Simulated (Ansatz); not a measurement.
Results of PBEsol (plane waves, PAW; Ansatz, a first-principles code) for CsCl-type CuZn.

Numerical settings: plane-wave cutoff 520 eV, 18×18×18 k mesh, Fermi–Dirac smearing 0.05 eV, no spin polarisation, scalar-relativistic PAW data made under PBE.

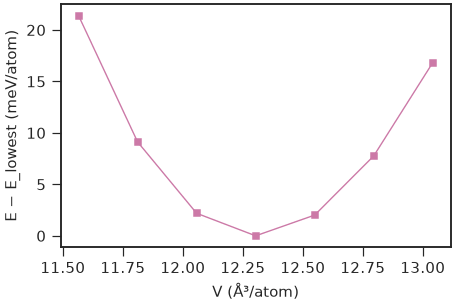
Figure. Total energy against volume

Problem. From the curve, estimate the equilibrium volume and the bulk modulus.

Solution. V0 ≈ 12.3 Å³/atom and B0 ≈ 140 GPa; the fit gives V0 = 12.304 Å³/atom, B0 = 137 GPa, B′ = 5.0.

Measured, for comparison: bulk modulus 116 GPa (temperature not stated, not corrected to a static lattice; as tabulated in Nepal et al. (2020), arXiv:2007.11150); equilibrium volume per atom 12.93 Å³/atom (temperature not stated, not corrected to a static lattice; as tabulated in First-Principles Study on the Electrical and Thermal Conductivities of Cu–Zn …). Computed (rounded) less measured: bulk modulus +18 %, equilibrium volume per atom -4.9 %.

Static lattice: no zero-point or thermal effects.

Computing time: very roughly 70 core-seconds.
